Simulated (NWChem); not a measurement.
# GeSiH5Cl (SMILES [SiH3][GeH2][Cl]): levels of theory compared

Aim: a comparison of 4 runs (HF/STO-3G, HF/3-21G, B3LYP/6-31G*) of GeSiH5Cl. 

Program for the calculation: NWChem 7.3.0.

## Step 1: The molecule

GeSiH5Cl has 8 atoms, charge 0, and is taken as a singlet. SMILES: `[SiH3][GeH2][Cl]`. Geometry: relaxed at PBE0-D4/def2-TZVP.

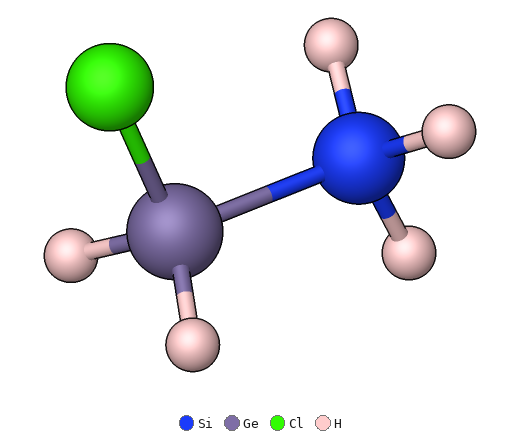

The structure, seen from a chosen angle (silicon blue, germanium purple, chlorine green, hydrogen pink).

## Step 2: Energy and forces at HF/STO-3G (run 1)

Contents of mol.nw:

```
start mol
memory total 2200 mb
geometry units angstrom noautosym nocenter noautoz
Si   -0.863600    0.827300   -0.302500
Ge    0.738300   -0.882000    0.118400
Cl    1.963100   -0.183700    1.766200
H    -1.744900    0.416200   -1.427300
H    -0.149800    2.078700   -0.658900
H    -1.678500    1.035600    0.920200
H     1.703100   -1.135200   -1.051200
H     0.124600   -2.213900    0.579200
end
basis spherical bse
* library STO-3G
end
scf
thresh 1e-08
maxiter 80
end
task scf gradient
```

Run with:

```
$ nwchem mol.nw > mol.out
```

Log:

```text
[...]
  functions       =    41
[...]
  wavefunction    = RHF
[...]
         Total SCF energy =  -2794.927776598472
      One-electron energy =  -4587.749489507919
      Two-electron energy =   1454.456045215831
 Nuclear repulsion energy =    338.365667693616
        Time for solution =      1.9s
[...]
                         RHF ENERGY GRADIENTS
    atom               coordinates                        gradient
                 x          y          z           x          y          z
   1 Si     -1.631967   1.563370  -0.571642    0.007944  -0.007160   0.002998
   2 Ge      1.395185  -1.666738   0.223744    0.002433   0.024002   0.018246
   3 Cl      3.709721  -0.347143   3.337634    0.000474   0.002700   0.002244
   4 H      -3.297383   0.786504  -2.697206   -0.019183  -0.009937  -0.025140
   5 H      -0.283081   3.928173  -1.245140    0.017048   0.026498  -0.007519
   6 H      -3.171905   1.957000   1.738926   -0.016823   0.003393   0.027458
   7 H       3.218392  -2.145217  -1.986480    0.024068  -0.006064  -0.029819
   8 H       0.235460  -4.183664   1.094529   -0.015961  -0.033432   0.011534
[...]
```

Wall time 3.9 s (1 thread of Intel Xeon 6975P-C (Granite Rapids), shared host); peak memory 0.097 GiB.

## Step 3: Energy and gradient at HF/3-21G (run 2)

Contents of a.nw:

```
start a
memory stack 880 mb heap 220 mb global 1100 mb
geometry noautosym nocenter noautoz
  Si   -0.863600    0.827300   -0.302500
  Ge    0.738300   -0.882000    0.118400
  Cl    1.963100   -0.183700    1.766200
  H    -1.744900    0.416200   -1.427300
  H    -0.149800    2.078700   -0.658900
  H    -1.678500    1.035600    0.920200
  H     1.703100   -1.135200   -1.051200
  H     0.124600   -2.213900    0.579200
end
basis spherical bse
  Si library 3-21G
  Ge library 3-21G
  Cl library 3-21G
  H library 3-21G
end
scf
  thresh 1e-08
  maxiter 80
  noprint "final vectors analysis"
end
task scf gradient
```

Run with:

```
$ nwchem a.nw > a.out
```

Log:

```text
[...]
  functions       =    58
[...]
  wavefunction    = RHF
[...]
         Total SCF energy =  -2812.954045521659
      One-electron energy =  -4593.451909909596
      Two-electron energy =   1442.132196694321
 Nuclear repulsion energy =    338.365667693616
        Time for solution =      2.5s
[...]
                         RHF ENERGY GRADIENTS
    atom               coordinates                        gradient
                 x          y          z           x          y          z
   1 Si     -1.631967   1.563370  -0.571642    0.005925  -0.005947   0.001819
   2 Ge      1.395185  -1.666738   0.223744    0.010230   0.017598   0.021547
   3 Cl      3.709721  -0.347143   3.337634   -0.017319  -0.009381  -0.022976
   4 H      -3.297383   0.786504  -2.697206   -0.000322   0.000371  -0.000068
   5 H      -0.283081   3.928173  -1.245140   -0.000012   0.000305  -0.000038
   6 H      -3.171905   1.957000   1.738926   -0.000196   0.000184   0.000145
   7 H       3.218392  -2.145217  -1.986480    0.001815  -0.000899  -0.001216
   8 H       0.235460  -4.183664   1.094529   -0.000120  -0.002232   0.000786
[...]
```

It took 4.8 s on 1 thread of Intel Xeon 6975P-C (Granite Rapids), shared host; peak memory 0.093 GiB.

## Step 4: Energy and forces at B3LYP/6-31G(d) (spherical functions) (run 3)

Contents of run.py:

```python
from ase import Atoms
from ase.calculators.nwchem import NWChem

mol = Atoms('SiGeClHHHHH', positions=[
    [-0.863600, 0.827300, -0.302500],
    [0.738300, -0.882000, 0.118400],
    [1.963100, -0.183700, 1.766200],
    [-1.744900, 0.416200, -1.427300],
    [-0.149800, 2.078700, -0.658900],
    [-1.678500, 1.035600, 0.920200],
    [1.703100, -1.135200, -1.051200],
    [0.124600, -2.213900, 0.579200],
])

calc = NWChem(
    label='clgeh5si',
    theory='dft',
    memory='2200 mb',
    basis='6-31G*',
    basispar='spherical bse',
    dft={'xc': 'b3lyp', 'mult': '1', 'grid': 'xfine', 'convergence': 'energy 1e-08', 'iterations': '100', 'mulliken': None},
)
mol.calc = calc

forces = mol.get_forces()
print("Total energy (eV):", round(mol.get_potential_energy(), 6))
print("forces (eV/A):")
for s, f in zip(mol.symbols, forces):
    print(f"{s:2s} {f[0]:10.5f} {f[1]:10.5f} {f[2]:10.5f}")
print("dipole (e A):", mol.get_dipole_moment().round(4))
```

Run with:

```
$ export ASE_NWCHEM_COMMAND="nwchem PREFIX.nwi > PREFIX.nwo"
$ python run.py
```

Log:

```text
Total energy (eV): -76994.387889
forces (eV/A):
Si   -0.09966    0.08557   -0.04073
Ge   -0.23613   -0.09107   -0.28884
Cl    0.34653    0.14239    0.42973
H    -0.03126    0.01203   -0.02221
H    -0.01481    0.03111   -0.00766
H    -0.02633    0.02319    0.00447
H     0.11020   -0.04762   -0.11920
H    -0.04849   -0.15560    0.04448
dipole (e A): [-0.3327 -0.0721 -0.3697]
```

The calculator wrote clgeh5si.nwi:

```
title "clgeh5si"

permanent_dir clgeh5si

scratch_dir clgeh5si

start clgeh5si

geometry units angstrom nocenter noautosym noautoz
  Si -8.6360000000000003e-01 8.2730000000000004e-01 -3.0249999999999999e-01
  Ge 7.3829999999999996e-01 -8.8200000000000001e-01 1.1840000000000001e-01
  Cl 1.9631000000000001e+00 -1.8370000000000000e-01 1.7662000000000000e+00
  H  -1.7448999999999999e+00 4.1620000000000001e-01 -1.4273000000000000e+00
  H  -1.4979999999999999e-01 2.0787000000000000e+00 -6.5890000000000004e-01
  H  -1.6785000000000001e+00 1.0356000000000001e+00 9.2020000000000002e-01
  H  1.7031000000000001e+00 -1.1352000000000000e+00 -1.0511999999999999e+00
  H  1.2460000000000000e-01 -2.2139000000000002e+00 5.7920000000000005e-01
end

memory 2200 mb

basis spherical bse noprint
   * library 6-31G*
end

dft
  xc b3lyp
  mult 1
  grid xfine
  convergence energy 1e-08
  iterations 100
  mulliken
end

task dft gradient
```

clgeh5si.nwo:

```text
Northwest Computational Chemistry Package (NWChem) 7.3.0
             --------------------------------------------------------

           Job information
           ---------------

    nwchem branch   = 7.3.0
    use scalapack   = T
    input           = clgeh5si.nwi
    prefix          = clgeh5si.
    data base       = clgeh5si/clgeh5si.db
    status          = startup
    nproc           =        1

           Memory information
           ------------------

    heap     =     72089598 doubles =      550.0 Mbytes
    stack    =     72089595 doubles =      550.0 Mbytes
    global   =    144179200 doubles =     1100.0 Mbytes (distinct from heap & stack)
    total    =    288358393 doubles =     2200.0 Mbytes
    verify   = yes
    hardfail = no

           Directory information
           ---------------------

  0 permanent = clgeh5si
  0 scratch   = clgeh5si

                                NWChem Input Module
                                -------------------

                                     clgeh5si
                                     --------

[... 97 lines left out ...]
  convergence criterion.
[... 17 lines left out ...]
          Convergence on gradient requested:  5.00D-04
[... 27 lines left out ...]
          Convergence aids based upon iterative change in
[... 28 lines left out ...]
 1-e energy   =   -4607.068701
[... 39 lines left out ...]
         Total DFT energy =    -2829.491589306424
[... 2 lines left out ...]
    Exchange-Corr. energy =     -130.157939871533
[... 615 lines left out ...]
          Convergence on energy requested:  1.00D-08
[... 25 lines left out ...]
          Spatial weights used:  Erf1
[... 4 lines left out ...]
          total energy or number of iterations.
[... 18 lines left out ...]
                            NWChem DFT Gradient Module
                            --------------------------

                                     clgeh5si

  charge          =   0.00
  wavefunction    = closed shell

                         DFT ENERGY GRADIENTS

    atom               coordinates                        gradient
                 x          y          z           x          y          z
   1 Si     -1.631967   1.563370  -0.571642    0.001938  -0.001664   0.000792
   2 Ge      1.395185  -1.666738   0.223744    0.004592   0.001771   0.005617
   3 Cl      3.709721  -0.347143   3.337634   -0.006739  -0.002769  -0.008357
[... 4 lines of this table left out ...]
   8 H       0.235460  -4.183664   1.094529    0.000943   0.003026  -0.000865

                 ----------------------------------------
                 |  Time  |  1-e(secs)   |  2-e(secs)   |
                 ----------------------------------------
                 |  CPU   |       0.01   |       8.48   |
                 ----------------------------------------
                 |  WALL  |       0.01   |       8.48   |
                 ----------------------------------------

 Task  times  cpu:       32.6s     wall:       32.6s
 Total times  cpu:       32.7s     wall:       32.7s
```

It took 34 s on 1 thread of Intel Xeon 6975P-C (Granite Rapids), shared host; peak memory 0.14 GiB.

## Step 5: Energy and gradient at B3LYP/6-31G(d) (Cartesian functions) (run 4)

Contents of job.xyz:

```xyz
8
ClGeH5Si
Si    -0.863600     0.827300    -0.302500
Ge     0.738300    -0.882000     0.118400
Cl     1.963100    -0.183700     1.766200
H     -1.744900     0.416200    -1.427300
H     -0.149800     2.078700    -0.658900
H     -1.678500     1.035600     0.920200
H      1.703100    -1.135200    -1.051200
H      0.124600    -2.213900     0.579200
```

Contents of job.nw:

```
start job
title "ClGeH5Si"
memory stack 880 mb heap 220 mb global 1100 mb
geometry units angstroms noautosym nocenter noautoz
  load job.xyz
end
basis cartesian
  * library 6-31G*
end
dft
  xc b3lyp
  grid xfine
  convergence energy 1e-08
  maxiter 100
  mulliken
end
task dft gradient
```

Run with:

```
$ nwchem job.nw > job.out
```

Log:

```text
[...]
          Wavefunction type:  closed shell.
          No. of atoms     :     8
          No. of electrons :    68
[...]
          Charge           :     0
          Spin multiplicity:     1
[...]
          AO basis - number of functions:    83
[...]
              XC Information
              --------------
                         B3LYP Method XC Potential
                     Hartree-Fock (Exact) Exchange  0.200
                        Slater Exchange Functional  0.800 local
                    Becke 1988 Exchange Functional  0.720 non-local
              Lee-Yang-Parr Correlation Functional  0.810
                  VWN I RPA Correlation Functional  0.190 local
[...]
 d= 0,ls=0.0,diis     1  -2829.4518507988 -3.17D+03  1.38D-02  1.20D+00     3.3
[...]
 d= 0,ls=0.0,diis     8  -2829.5015558622  1.59D-09  6.69D-06  2.58D-07    22.5
         Total DFT energy =    -2829.501555862163
      One electron energy =    -4608.212947168702
           Coulomb energy =     1570.451226089518
    Exchange-Corr. energy =     -130.105502476595
 Nuclear repulsion energy =      338.365667693616
[...]
      Total Density - Mulliken Population Analysis
     ---------------------------------------------
    Atom       Charge   Shell Charges
 -----------   ------   -------------------------------------------------------
    1 Si  14    13.75   2.00  1.99  5.96  1.05  1.96  0.27  0.41  0.10
    2 Ge  32    31.98   2.00  1.99  6.00  1.93  5.99  1.35  2.19  0.08  0.23  6.92  2.96  0.34
    3 Cl  17    17.22   2.00  1.99  5.97  1.46  3.62  0.55  1.66 -0.03
    4 H    1     1.06   0.51  0.55
    5 H    1     1.04   0.51  0.54
    6 H    1     1.04   0.51  0.54
    7 H    1     0.95   0.49  0.47
    8 H    1     0.95   0.49  0.47
[...]
  wavefunction    = closed shell
                         DFT ENERGY GRADIENTS
    atom               coordinates                        gradient
                 x          y          z           x          y          z
   1 Si     -1.631967   1.563370  -0.571642    0.001873  -0.001580   0.000785
   2 Ge      1.395185  -1.666738   0.223744    0.004540   0.002319   0.005930
   3 Cl      3.709721  -0.347143   3.337634   -0.006798  -0.002808  -0.008441
   4 H      -3.297383   0.786504  -2.697206    0.000609  -0.000248   0.000423
   5 H      -0.283081   3.928173  -1.245140    0.000298  -0.000594   0.000149
   6 H      -3.171905   1.957000   1.738926    0.000508  -0.000449  -0.000073
   7 H       3.218392  -2.145217  -1.986480   -0.001798   0.000808   0.001936
   8 H       0.235460  -4.183664   1.094529    0.000768   0.002552  -0.000710
[...]
```

Run time: 35 s. Hardware: 1 thread of Intel Xeon 6975P-C (Granite Rapids), shared host; peak memory 0.14 GiB.

## Step 6: Overview of the runs

| run | level | iteration cap | module | energy (Eh) | dipole moment (D) | HOMO energy (eV) | LUMO energy (eV) | wall time |
| --- | --- | --- | --- | --- | --- | --- | --- | --- |
| 1 | HF/STO-3G | 80 | scf | -2794.927777 | 3.45 | -8.89 | 8.49 | 3.9 s |
| 2 | HF/3-21G | 80 | scf | -2812.954046 | 3.46 | – | – | 4.8 s |
| 3 | B3LYP/6-31G* (spherical functions) | 100 | dft | -2829.491589 | 2.41 | -7.81 | -0.79 | 34 s |
| 4 | B3LYP/6-31G* (Cartesian functions) | 100 | dft | -2829.501556 | 2.40 | -7.82 | -0.80 | 35 s |

## Step 7: Summary of results

```
                       quantity           value
            run 4: total energy  -2829.50156 Eh
           run 4: dipole moment          2.40 D
             run 4: HOMO energy        -7.82 eV
             run 4: LUMO energy        -0.80 eV
           run 4: HOMO–LUMO gap         7.02 eV
run 4: largest force on an atom      0.576 eV/Å
```

The dipole moment (its size) runs from 2.40 D (B3LYP/6-31G*) to 3.46 D (HF/3-21G). The two ends differ in method and basis. Over runs 1, 3, 4 the HOMO–LUMO gap runs from 7.02 eV (B3LYP/6-31G*) to 17.38 eV (HF/STO-3G). In run 1 the basis is minimal, so the values are rough. All runs together took 78 s, the longest 35 s.
